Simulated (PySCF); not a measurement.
**Run report: C₅H₉FN₂OSi, NMR shielding calculation**

System: C₅H₉FN₂OSi, SMILES C[Si](C)(C)c1nnc(F)o1.
Method: GIAO PBE0/pcSseg-1 NMR shielding, non-relativistic, gas phase (PySCF 2.14.0).

The geometry comes from this level: GFN2-xTB. Figures and captions count atoms from 1; the log counts them from 0 in places.

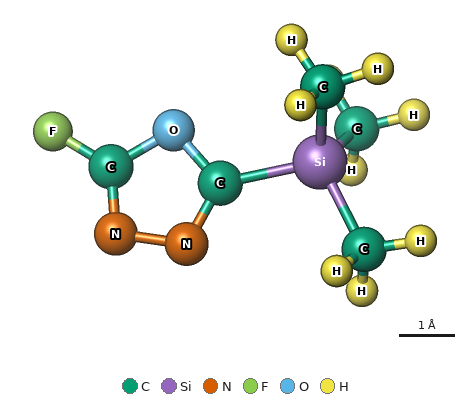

Figure 1. The structure as given in the input (ball-and-stick view, seen at a tilt).

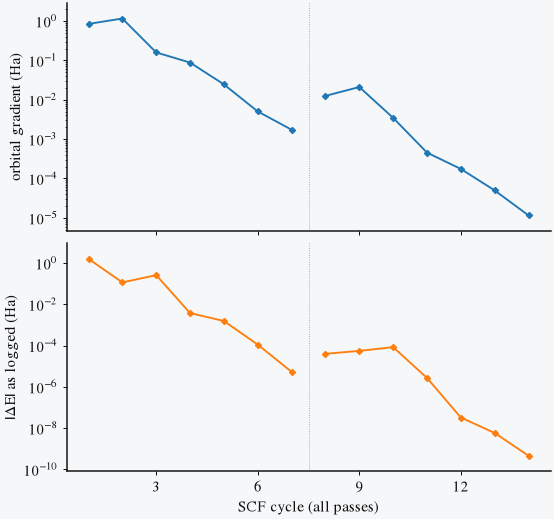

Figure 2. Convergence of the self-consistent field: orbital gradient and size of the energy change against the SCF cycle. The dotted line marks the change from a coarse to the final integration grid. The first 7 cycles use a coarse grid, the final grid takes over at cycle 8, and the field converges after 14 cycles in all.

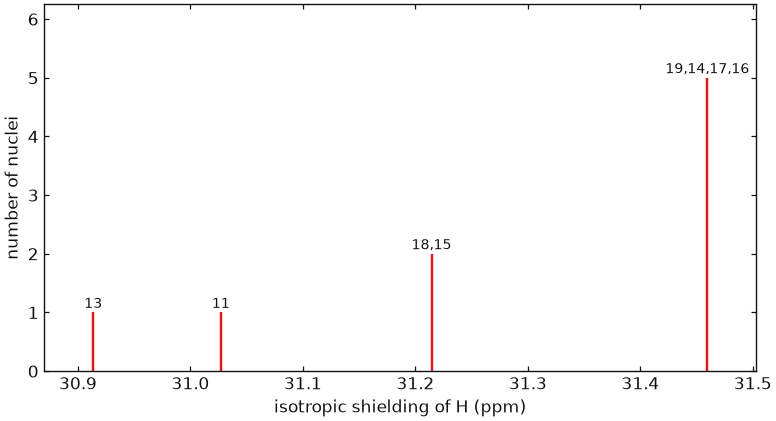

Figure 3. Isotropic shieldings of the hydrogen nuclei in this fixed geometry, labelled by atom number; shielding grows to the right, so chemical shift grows to the left. The least shielded is H13 (30.9 ppm), the most shielded H12 (31.5 ppm).

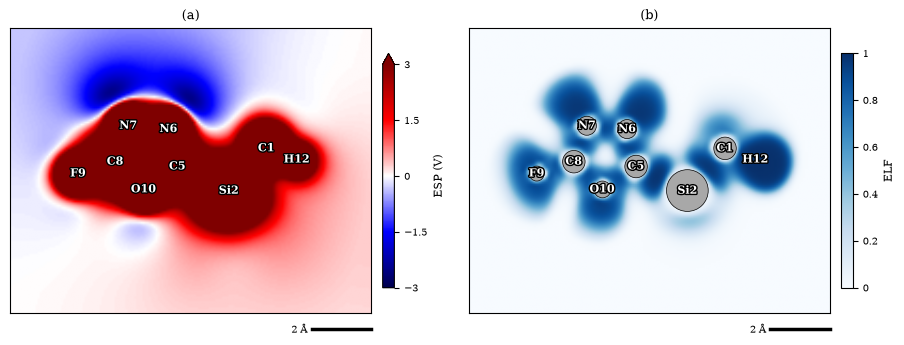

Figure 4. (a) molecular electrostatic potential; (b) ELF on the plane of atoms C1, Si2 and C5. Grey discs, where drawn, cover atomic cores. The plane passes through C, Si, N, F, O and H nuclei. C–N (1.28 Å): the ELF peaks at about 0.90 between the atoms; a double or triple bond. C–F (1.31 Å): the ELF peaks at about 0.85 between the atoms, which marks a polar covalent bond. N–N (1.35 Å): the ELF peaks at about 0.90 between the atoms (a shared electron pair). C–Si (1.90 Å): the ELF peaks at about 0.95 between the atoms, which marks localised, shared-pair bonding.

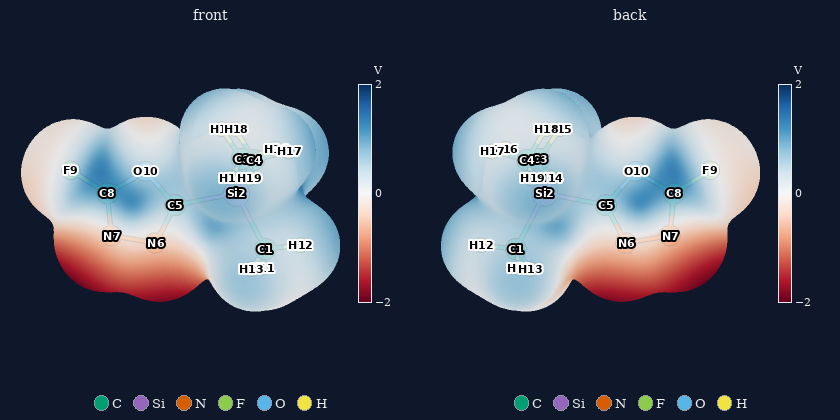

Figure 5. The molecular electrostatic potential painted on the density surface at 0.002 e/bohr³, seen face on and from behind; red is negative and blue positive. Its dipole moment is 3.96 D.

The input that produced these results follows, with the program's output.

The input
```
{"job": {"kind": "nmr", "xc": "PBE0", "basis": "pcSseg-1"}, "charge": 0, "multiplicity": 1}
C     -1.578151    -1.641285    -0.078448
Si    -0.656261     0.005702     0.113653
C     -1.208231     1.324621    -1.146346
C     -0.711262     0.690292     1.891209
C      1.171189    -0.346135    -0.264585
N      1.727405    -1.465964    -0.586060
N      3.049488    -1.246224    -0.769183
C      3.215217     0.005561    -0.546123
F      4.329972     0.685371    -0.602334
O      2.094146     0.657258    -0.221643
H     -1.243893    -2.366426     0.656851
H     -2.648784    -1.510734     0.045377
H     -1.404858    -2.075236    -1.058241
H     -1.153964     0.948602    -2.164443
H     -0.583144     2.211702    -1.088860
H     -2.233176     1.635251    -0.967444
H     -1.728881     0.929585     2.184697
H     -0.121092     1.597931     1.987361
H     -0.325526    -0.030620     2.607100
```

The first line tells a small driver script what to run in PySCF; the rest is the geometry in Å.

Run as:
```bash
OMP_NUM_THREADS=1 python <driver script> task.json out
```

Output
```
coarse grid: 16936 points
cycle   1  E = -769.0783141047  dE =  1.604e+00  |g| = 8.421e-01  |ddm| = 4.020e+00
cycle   2  E = -768.9630675307  dE =  1.152e-01  |g| = 1.155e+00  |ddm| = 1.243e+00
cycle   3  E = -769.2230005090  dE = -2.599e-01  |g| = 1.589e-01  |ddm| = 7.466e-01
cycle   4  E = -769.2267673141  dE = -3.767e-03  |g| = 8.793e-02  |ddm| = 1.578e-01
cycle   5  E = -769.2283275191  dE = -1.560e-03  |g| = 2.453e-02  |ddm| = 7.155e-02
cycle   6  E = -769.2284392401  dE = -1.117e-04  |g| = 5.035e-03  |ddm| = 1.776e-02
cycle   7  E = -769.2284445872  dE = -5.347e-06  |g| = 1.730e-03  |ddm| = 5.014e-03
final grid: 161112 points
cycle   8  E = -769.3005348341  dE = -4.006e-05  |g| = 1.251e-02  |ddm| = 3.054e-02
cycle   9  E = -769.3004793408  dE =  5.549e-05  |g| = 2.103e-02  |ddm| = 1.991e-02
cycle  10  E = -769.3005635163  dE = -8.418e-05  |g| = 3.461e-03  |ddm| = 1.405e-02
cycle  11  E = -769.3005662382  dE = -2.722e-06  |g| = 4.536e-04  |ddm| = 2.673e-03
cycle  12  E = -769.3005662709  dE = -3.268e-08  |g| = 1.747e-04  |ddm| = 3.680e-04
cycle  13  E = -769.3005662767  dE = -5.822e-09  |g| = 4.973e-05  |ddm| = 1.370e-04
cycle  14  E = -769.3005662772  dE = -4.602e-10  |g| = 1.151e-05  |ddm| = 3.947e-05
converged SCF energy = -769.3005662772

GIAO shielding tensors (ppm)
atom      isotropic    diamagn.    paramagn.     s11        s22        s33       span
  0 C      190.107     254.981     -64.874    187.570    188.416    194.334      6.765
  1 Si     357.571     882.236    -524.665    325.871    361.086    385.756     59.885
  2 C      187.752     255.094     -67.342    184.704    185.423    193.129      8.425
  3 C      187.685     255.040     -67.355    184.207    185.698    193.151      8.944
  4 C       14.134     260.297    -246.163    -81.599     40.268     83.732    165.330
  5 N     -100.590     328.776    -429.366   -347.036   -114.492    159.758    506.794
  6 N      -29.907     329.052    -358.959   -240.827    -34.479    185.586    426.413
  7 C        9.286     256.574    -247.288    -72.742     35.681     64.920    137.662
  8 F      295.928     466.701    -170.773    187.331    320.846    379.608    192.278
  9 O       17.881     404.437    -386.556    -68.252    -60.729    182.624    250.876
 10 H       31.027      31.502      -0.475     26.775     28.063     38.244     11.469
 11 H       31.501      30.288       1.212     26.863     28.888     38.751     11.889
 12 H       30.914      31.621      -0.707     26.459     28.124     38.158     11.699
 13 H       31.437      31.672      -0.234     27.200     28.788     38.324     11.123
 14 H       31.217      32.100      -0.883     26.335     29.222     38.094     11.759
 15 H       31.468      30.547       0.921     27.183     28.466     38.755     11.572
 16 H       31.456      30.507       0.950     27.159     28.493     38.717     11.558
 17 H       31.212      32.014      -0.802     26.408     29.135     38.093     11.685
 18 H       31.436      31.679      -0.244     27.203     28.779     38.324     11.121
```

Summary

| quantity | value |
| --- | --- |
| outcome | converged |
| total energy | −769.300566 hartree |
| HOMO | −8.03 eV |
| LUMO | −0.65 eV |
| dipole moment | 3.96 D |
| isotropic shielding, C | 9.3 to 190.1 ppm |
| isotropic shielding, Si | 357.6 ppm |
| isotropic shielding, N | −100.6 to −29.9 ppm |
| isotropic shielding, F | 295.9 ppm |
| isotropic shielding, O | 17.9 ppm |
| hardware | 1 CPU thread, shared host |
| wall time | 2.6 min |
| peak memory | 1.1 GiB |
